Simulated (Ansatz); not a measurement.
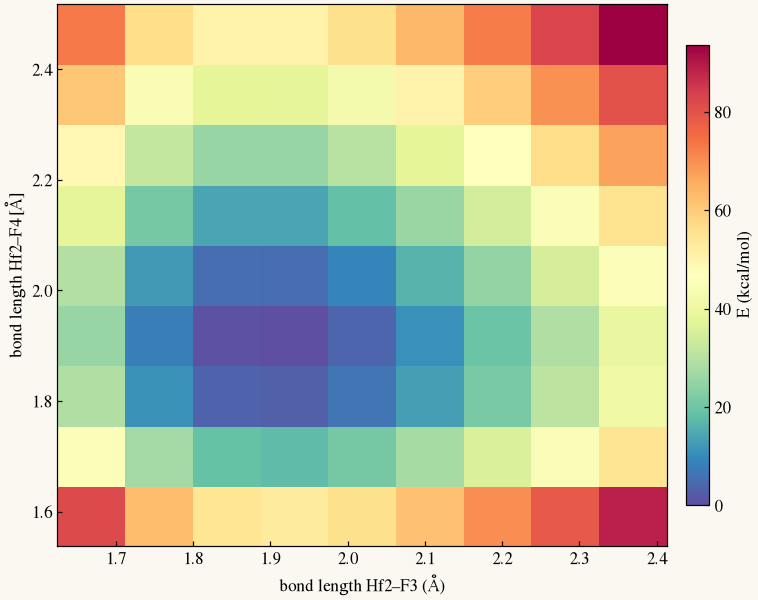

Energy landscape of F3HfI, SMILES [F][Hf]([F])([F])[I]. Coordinates scanned: (1) bond length Hf2–F3; (2) bond length Hf2–F4. Nothing is relaxed (all other coordinates rigid). The scan uses a 9 × 9 grid. Points are written as (first, second). Energies are in kcal/mol, from the lowest grid point. The calculation used Ansatz 0.2.0, RKS CAM-B3LYP-D4/def2-SVP.

In the figure: one coloured cell a grid point. 

**Where are the wells?**

The lowest grid point is at (1.931 Å, 1.919 Å). No other kind of well shows on this grid. The highest grid point, (2.370 Å, 2.464 Å), lies 94 kcal/mol above the lowest. Round the minimum the contours are nearly round: the two directions are equally stiff and uncoupled.

The values on the grid:

```tsv
bond length Hf2–F4 ↓, bond length Hf2–F3 →	1.668	1.756	1.844	1.931	2.019	2.107	2.194	2.282	2.370
2.464	73	57	50	51	56	63	73	83	94
2.355	61	44	38	38	43	50	60	70	80
2.246	49	32	25	25	30	37	47	57	67
2.137	38	21	14	14	18	26	35	45	55
2.028	30	12	5	5	9	16	25	35	45
1.919	26	8	1	0	4	11	19	29	39
1.810	29	11	3	3	6	13	21	31	41
1.701	45	27	19	18	21	28	36	45	55
1.592	82	63	54	53	56	62	70	79	89
```

Time for the 81 points that were run: 10 min on 1 thread of Arm Neoverse V2, with other jobs on the host.
